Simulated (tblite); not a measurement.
**Run report: C2H10SSi2, geometry relaxation (part 1 of 2)**

System: C2H10SSi2, SMILES CS[SiH2]C[SiH3].
Method: GFN2-xTB geometry optimisation, gas phase (tblite 0.8.0).

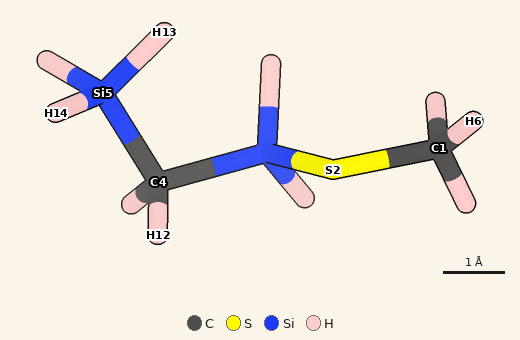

**Figure 1.** The starting structure (stick view, seen at a tilt; atoms are numbered from 1 in the order of the input). Bond lengths as drawn: C–H 1.09 to 1.12 Å, C–S 1.83 Å, C–Si 1.86 Å, H–Si 1.46 to 1.48 Å and S–Si 2.15 Å.

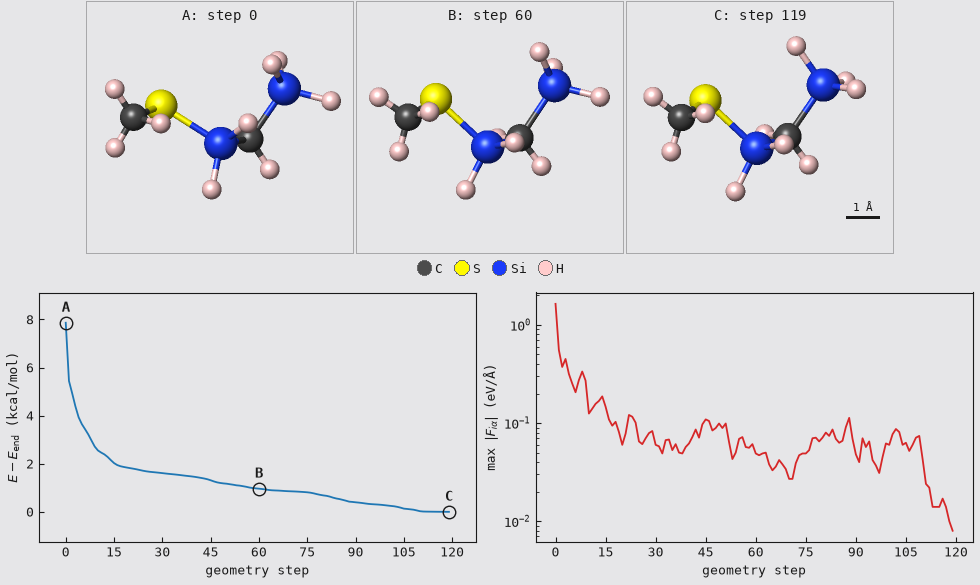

**Figure 2.** Frames of the relaxation (ball-and-stick view, seen at an oblique angle) above the curves, on which the letters mark them (steps are counted from 0).

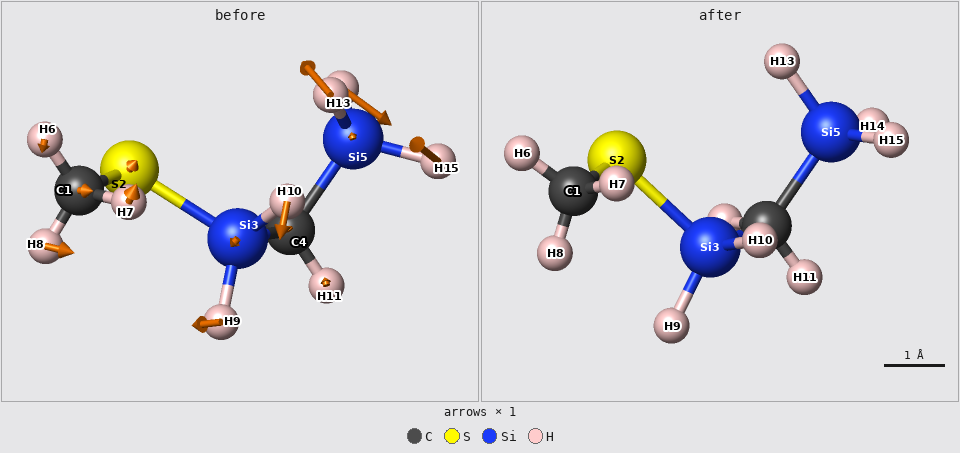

**Figure 3.** Before (left) and after (right) the relaxation, at one scale (ball-and-stick view, seen at an oblique angle). The orange arrows give the displacements, at true length. Over 119 geometry steps the energy falls by 7.86 kcal/mol. The largest force component goes from 1.6 to 0.008 eV/Å. H13 moves most after the best rigid fit: 1.25 Å. By element the largest moves are H 1.25 Å, C 0.29 Å, S 0.27 Å, Si 0.20 Å. Among the contacts that change: C4–Si5 1.857 → 1.905 Å, C1–H7 1.123 → 1.086 Å, Si3–C4 1.863 → 1.887 Å, C4–H12 1.113 → 1.090 Å. Among the angles that change: Si3–C4–Si5 108.3° → 115.6°, S2–C1–H6 112.5° → 107.0°, C1–S2–Si3 104.6° → 99.2°. (Atoms are counted from 1 in the order of the input.)

The input that produced these results follows, with the program's output.

The input:
```
{"job": {"kind": "relax", "xc": "GFN2-xTB", "basis": "xTB"}, "charge": 0, "multiplicity": 1}
C      2.977400     0.761800     0.524100
S      1.249800     0.613700     1.105100
Si     0.289300    -0.626900    -0.364200
C     -1.448500    -0.993800     0.199500
Si    -2.549400     0.394300    -0.358400
H      3.422400     1.729000     0.777300
H      2.910600     0.695500    -0.595000
H      3.536000    -0.112500     0.865800
H      1.067300    -1.853800    -0.613300
H      0.243300     0.172700    -1.610300
H     -1.781000    -1.984400    -0.213100
H     -1.434100    -1.092800     1.307700
H     -1.670500     1.448800    -0.848900
H     -3.383800     0.925400     0.723600
H     -3.433100    -0.069000    -1.438800
```

The first line tells a small driver script what to run in tblite; the rest is the geometry in Å.

Launched with:
```bash
OMP_NUM_THREADS=1 python <driver script> task.json out
```

The program's output:
```
step      E/eV     max force
  0    -437.66137    1.712
  1    -437.76629    0.654
  2    -437.78867    0.465
  3    -437.81212    0.482
  4    -437.83185    0.332
  5    -437.84419    0.263
  6    -437.85332    0.244
  7    -437.86275    0.276
  8    -437.87384    0.336
  9    -437.88463    0.276
 10    -437.89171    0.171
 11    -437.89550    0.155
 12    -437.89875    0.157
 13    -437.90335    0.181
 14    -437.90910    0.200
 15    -437.91448    0.179
 16    -437.91806    0.135
 17    -437.92015    0.115
 18    -437.92144    0.132
 19    -437.92254    0.103
 20    -437.92358    0.077
 21    -437.92459    0.080
 22    -437.92571    0.130
 23    -437.92698    0.153
 24    -437.92825    0.131
 25    -437.92931    0.087
 26    -437.93011    0.069
 27    -437.93071    0.085
 28    -437.93128    0.095
 29    -437.93189    0.087
 30    -437.93256    0.071
 31    -437.93325    0.063
 32    -437.93389    0.070
 33    -437.93446    0.074
 34    -437.93504    0.072
 35    -437.93568    0.061
 36    -437.93641    0.072
 37    -437.93714    0.057
 38    -437.93781    0.061
 39    -437.93846    0.070
 40    -437.93923    0.074
 41    -437.94017    0.079
 42    -437.94119    0.090
 43    -437.94227    0.100
 44    -437.94362    0.104
 45    -437.94545    0.110
 46    -437.94753    0.113
 47    -437.94924    0.103
 48    -437.95034    0.107
 49    -437.95113    0.101
 50    -437.95167    0.116
 51    -437.95262    0.116
 52    -437.95348    0.077
 53    -437.95455    0.058
 54    -437.95511    0.061
 55    -437.95610    0.087
 56    -437.95716    0.091
 57    -437.95849    0.075
 58    -437.95942    0.067
 59    -437.96006    0.075
 60    -437.96062    0.056
 61    -437.96125    0.055
 62    -437.96198    0.062
 63    -437.96293    0.067
 64    -437.96351    0.048
 65    -437.96381    0.039
 66    -437.96404    0.040
 67    -437.96440    0.043
 68    -437.96483    0.045
 69    -437.96516    0.042
 70    -437.96539    0.035
 71    -437.96562    0.031
 72    -437.96592    0.042
 73    -437.96628    0.050
 74    -437.96668    0.057
 75    -437.96715    0.055
 76    -437.96787    0.072
 77    -437.96904    0.081
 78    -437.97048    0.078
 79    -437.97173    0.071
 80    -437.97277    0.078
 81    -437.97353    0.112
 82    -437.97491    0.081
 83    -437.97678    0.107
 84    -437.97829    0.092
 85    -437.97935    0.084
 86    -437.98077    0.075
 87    -437.98229    0.100
 88    -437.98400    0.121
 89    -437.98451    0.074
 90    -437.98517    0.052
 91    -437.98575    0.053
 92    -437.98644    0.078
 93    -437.98728    0.070
 94    -437.98803    0.080
 95    -437.98854    0.046
 96    -437.98891    0.045
 97    -437.98927    0.049
 98    -437.98974    0.065
 99    -437.99038    0.074
100    -437.99105    0.064
101    -437.99173    0.080
102    -437.99237    0.090
103    -437.99344    0.084
104    -437.99487    0.069
105    -437.99660    0.069
106    -437.99717    0.059
107    -437.99784    0.069
108    -437.99853    0.076
109    -437.99982    0.078
110    -438.00125    0.053
111    -438.00182    0.026
112    -438.00199    0.022
113    -438.00206    0.019
114    -438.00214    0.019
115    -438.00222    0.020
116    -438.00228    0.020
117    -438.00232    0.014
118    -438.00235    0.012
119    -438.00238    0.009
```

Trajectory as extended XYZ (Å, eV, eV/Å), 15 of the 120 frames kept, from step=0 to step=119:
```
15
Properties=species:S:1:pos:R:3:forces:R:3 step=0 energy=-437.66137
C     2.9774    0.7618    0.5241   -0.2550  -0.3890  -1.6390
S     1.2498    0.6137    1.1051    0.0570   0.1530   0.3360
Si    0.2893   -0.6269   -0.3642    0.8290  -0.1060  -0.6380
C    -1.4485   -0.9938    0.1995    0.0170  -1.5060   0.8140
Si   -2.5494    0.3943   -0.3584   -0.9650   0.6560  -0.1510
H     3.4224    1.7290    0.7773   -0.2740  -0.4950   0.2580
H     2.9106    0.6955   -0.5950    0.2310   0.1430   0.8870
H     3.5360   -0.1125    0.8658    0.0230   0.4500   0.1560
H     1.0673   -1.8538   -0.6133    0.0160   0.1930   0.1100
H     0.2433    0.1727   -1.6103    0.2300  -0.2300   0.1720
H    -1.7810   -1.9844   -0.2131    0.3050   0.8930   0.4380
H    -1.4341   -1.0928    1.3077   -0.1890  -0.0180  -0.6910
H    -1.6705    1.4488   -0.8489   -0.1570   0.2810  -0.0840
H    -3.3838    0.9254    0.7236    0.0400  -0.0520  -0.0090
H    -3.4331   -0.0690   -1.4388    0.0930   0.0270   0.0400
15
Properties=species:S:1:pos:R:3:forces:R:3 step=8 energy=-437.87384
C     2.9443    0.7239    0.4564    0.0970   0.0460  -0.0160
S     1.2445    0.5933    1.1083    0.1640   0.0390   0.0610
Si    0.3364   -0.6490   -0.3707    0.0150  -0.1480  -0.2850
C    -1.4295   -0.9777    0.2132    0.0570  -0.1970   0.0430
Si   -2.5877    0.4218   -0.3487   -0.1810   0.0780  -0.0100
H     3.3424    1.6686    0.8215   -0.0470  -0.0340  -0.1080
H     2.9474    0.7028   -0.6371   -0.0310   0.0010   0.3350
H     3.5471   -0.0850    0.8686   -0.1150   0.0070  -0.1540
H     1.1438   -1.8583   -0.5855   -0.0270   0.0920   0.1020
H     0.3369    0.1331   -1.6197    0.0990  -0.1390   0.0930
H    -1.7538   -1.9372   -0.1891   -0.0290   0.0780  -0.0830
H    -1.4615   -1.1011    1.2954    0.0490   0.1240  -0.0110
H    -1.7689    1.5191   -0.8615   -0.0720   0.1230  -0.0140
H    -3.4112    0.9214    0.7553    0.0050  -0.0770  -0.0300
H    -3.4347   -0.0676   -1.4451    0.0160   0.0050   0.0770
15
Properties=species:S:1:pos:R:3:forces:R:3 step=17 energy=-437.92015
C     2.9388    0.7198    0.4645    0.0430   0.0140  -0.0310
S     1.2484    0.5575    1.1265    0.0940   0.0490  -0.0450
Si    0.3730   -0.6849   -0.3885   -0.0240  -0.0310  -0.0600
C    -1.4132   -0.9478    0.1738    0.0100   0.0470  -0.0030
Si   -2.6104    0.4511   -0.3427   -0.0650   0.0130  -0.0200
H     3.3434    1.6623    0.8201   -0.0290  -0.0270   0.0520
H     2.9189    0.7213   -0.6208   -0.0410  -0.0020   0.0160
H     3.5476   -0.1045    0.8263   -0.0350   0.0160  -0.0070
H     1.2062   -1.8876   -0.4965   -0.0760  -0.0050   0.0410
H     0.4672    0.0458   -1.6581    0.0170  -0.0370   0.0460
H    -1.7868   -1.8939   -0.2170    0.0710   0.0360  -0.0040
H    -1.4219   -1.0388    1.2599    0.0000  -0.0110  -0.0090
H    -1.9063    1.6291   -0.8569    0.0070  -0.0380   0.0400
H    -3.4512    0.8585    0.7868    0.0350  -0.0470  -0.0200
H    -3.4582   -0.0799   -1.4164   -0.0050   0.0210   0.0040
15
Properties=species:S:1:pos:R:3:forces:R:3 step=26 energy=-437.93011
C     2.9466    0.7250    0.4585   -0.0050   0.0110  -0.0030
S     1.2538    0.5765    1.1122    0.0610   0.0270   0.0040
Si    0.3851   -0.6847   -0.3876   -0.0250  -0.0180  -0.0220
C    -1.4049   -0.9206    0.1599   -0.0200  -0.0020  -0.0230
Si   -2.6323    0.4517   -0.3489   -0.0020   0.0120   0.0140
H     3.3554    1.6540    0.8428    0.0150  -0.0230  -0.0110
H     2.9136    0.7472   -0.6258    0.0380   0.0360   0.0110
H     3.5458   -0.1143    0.8014   -0.0410   0.0140  -0.0120
H     1.1587   -1.9288   -0.4353   -0.0050   0.0120   0.0140
H     0.5195    0.0058   -1.6724    0.0180  -0.0180   0.0130
H    -1.7559   -1.8693   -0.2408   -0.0200  -0.0310   0.0280
H    -1.4136   -1.0162    1.2457   -0.0290  -0.0280  -0.0210
H    -1.9290    1.6439   -0.8284   -0.0270  -0.0220   0.0090
H    -3.4616    0.8082    0.8053   -0.0030  -0.0090  -0.0360
H    -3.4856   -0.0704   -1.4255    0.0460   0.0370   0.0350
15
Properties=species:S:1:pos:R:3:forces:R:3 step=34 energy=-437.93504
C     2.9584    0.7380    0.4466   -0.0190  -0.0070   0.0120
S     1.2611    0.6022    1.0914    0.0160   0.0680   0.0160
Si    0.3860   -0.6870   -0.3806   -0.0250  -0.0370  -0.0220
C    -1.4102   -0.9233    0.1483   -0.0310   0.0150   0.0190
Si   -2.6395    0.4523   -0.3411   -0.0280   0.0180  -0.0200
H     3.3851    1.6461    0.8612    0.0010  -0.0350   0.0000
H     2.9404    0.7944   -0.6372    0.0010   0.0100   0.0230
H     3.5283   -0.1263    0.7745    0.0170   0.0160  -0.0360
H     1.1278   -1.9485   -0.3837    0.0530  -0.0230   0.0110
H     0.5669   -0.0317   -1.6762   -0.0220  -0.0050  -0.0100
H    -1.7573   -1.8760   -0.2480   -0.0150   0.0160  -0.0230
H    -1.4298   -1.0219    1.2329    0.0160  -0.0230   0.0300
H    -1.9505    1.6574   -0.8050    0.0050  -0.0070   0.0320
H    -3.4863    0.7772    0.8098    0.0150   0.0000  -0.0250
H    -3.4848   -0.0448   -1.4318    0.0140  -0.0060  -0.0070
```
